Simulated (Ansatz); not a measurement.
Cost and result by functional for the adsorption energy of CO on the 1x1 (111) surface of fcc Cu, one in a 2x2 cell, started at the site 'hollow Cu-Cu-Cu over Cu at depth 2.1 Å', in Ansatz (plane waves, PAW). Single points on the PBE structure, on one kind of machine; costs are rough ratios of the slab run's core time (references not counted) to the cheapest single point. r2SCAN's cost holds its higher cutoff (500 against 420 eV). Differences are taken against r2SCAN for comparison alone: no measured value is at hand, so the table doesn't rank accuracy.

Set-up: 18 atoms, 6.2 Å thick at the start under the adsorbate (thin: gaps and levels are the slab's own); mesh 6x6x1; 0.1 eV smearing; dipole correction on; 8 atoms held, the rest relaxed; held to the start's symmetry, so lower structures may exist; no spin, no spin-orbit, no U, no dispersion correction. At the end it is bonded to 3 Cu. In PBE it is, or lies within 0.03 eV of, the lowest of the starts that converged. These notes are the PBE run's. Adsorption energies are against CO(g). A negative adsorption energy means that the adsorbate is more stable on the surface than in its reference.

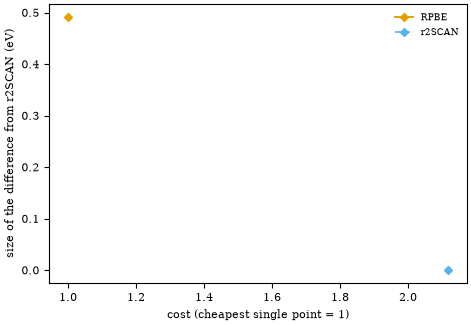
Figure: Difference from r2SCAN against cost

```tsv
functional	relative cost	adsorption energy (eV)	less r2SCAN (eV)
RPBE	1	-0.36	0.49
r2SCAN	2	-0.85	0.00
PBE (the relaxed run's value)	–	-0.72	0.13
```

The values span 0.49 eV, while the single points' costs differ by a factor of roughly 2. Differences are of unrounded values.

Ansatz is a first-principles code.
